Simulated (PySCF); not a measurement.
# C$_{3}$H$_{7}$Ge$_{2}$N: what the fields show

```xyz
13

C     3.3739    0.4131   -0.2041
C     2.2734    0.1775   -0.6307
Ge    0.4633   -0.1867   -1.1814
N    -0.4636   -1.2583   -0.0328
C    -1.5053   -0.4977    0.6421
Ge   -1.3757    1.1884   -0.4349
H     4.3481    0.6122    0.1458
H     0.6236   -0.9077   -2.5245
H    -0.2053   -2.1294    0.4020
H    -2.4747   -1.0066    0.5815
H    -1.2940   -0.3358    1.7076
H    -1.1844    2.4594    0.3768
H    -2.5837    1.4722   -1.3101
```

Geometry: GFN2-xTB.

Level of theory: PySCF, PBE0/def2-SVPD, SCF density, gas phase.

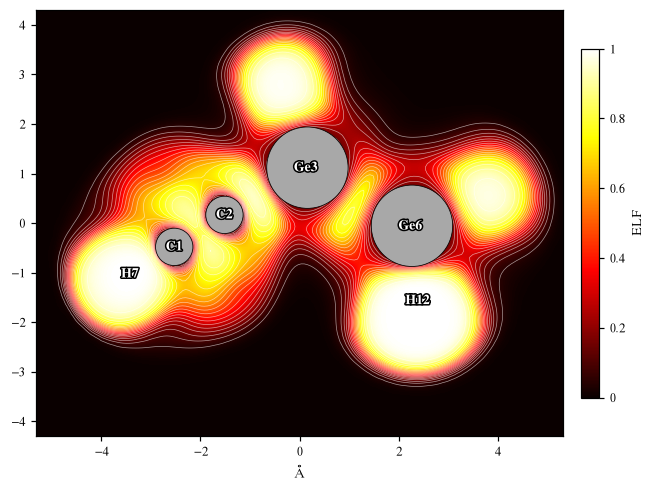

Figure 1. ELF on the plane of atoms C2, Ge3 and Ge6. Grey discs cover the atomic cores.

### What does the map show?

- The plane passes through C, Ge and H nuclei.
- C–C (1.20 Å): the ELF peaks at about 0.85 between the atoms: a multiple bond.
- C–Ge (1.93 Å): the ELF peaks at about 0.95 in the valence shell of C, 0.7 Å from its nucleus, and is about 0.65 at the midpoint.
- Ge–Ge (2.41 Å): the ELF peaks at about 0.80 between the atoms: a covalent bond.

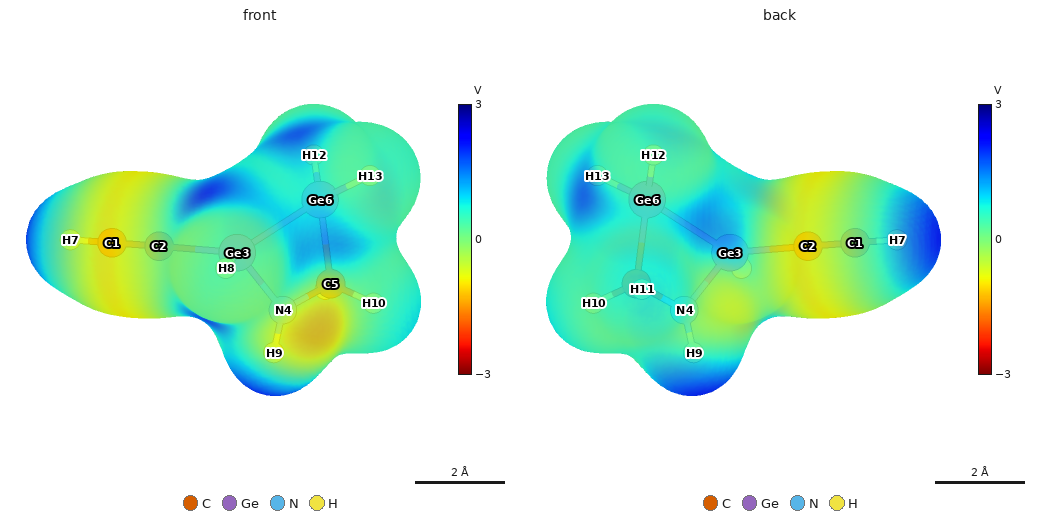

Figure 2. The electrostatic potential painted on the density surface at 0.004 e/bohr³, seen from the front and from behind; red is negative and blue positive.

### Which sites attract a positive test charge, and which a negative one?

A positive charge is drawn to the negative regions and a negative charge to the positive ones. The most negative region (about −1.3 V) lies over N4, the most positive (about +2.1 V) over Ge3, H7 and H9. N4 is the likeliest acceptor of a hydrogen bond.
